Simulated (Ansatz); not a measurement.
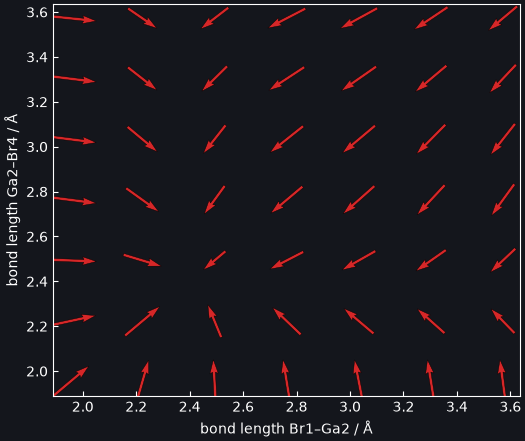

Br₄Ga, SMILES [Br][Ga-]([Br])([Br])[Br], charge −1. First axis: bond length Br1–Ga2. Second axis: bond length Ga2–Br4. Nothing is relaxed (all other coordinates rigid). The scan uses a 7 × 7 grid; 28 points were computed and 21 follow by symmetry. Points are written as (first, second). The reference is spin-restricted, which grows unreliable where a bond is stretched far. Level of theory: RHF/def2-SVPD in Ansatz 0.2.0.

The picture shows arrows along the force (downhill), their lengths compressed.

**The arrows alone are given. Where is the energy lowest?**

The arrows converge at about (2.38 Å, 2.38 Å) (read from the interpolated surface).

The energy map of the same scan:

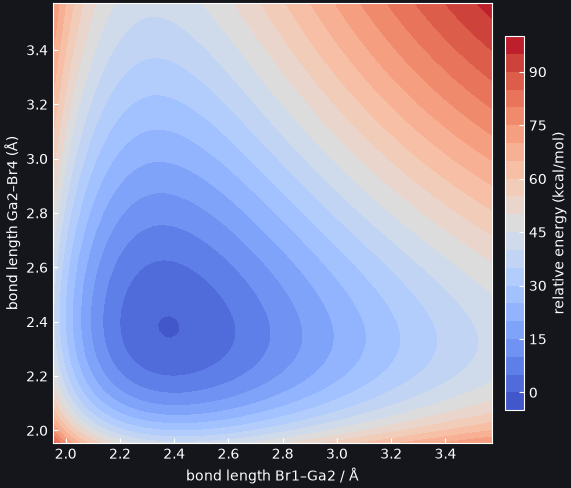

Energies are in kcal/mol, from the relaxed molecule at the same level; between grid points the surface is interpolated.
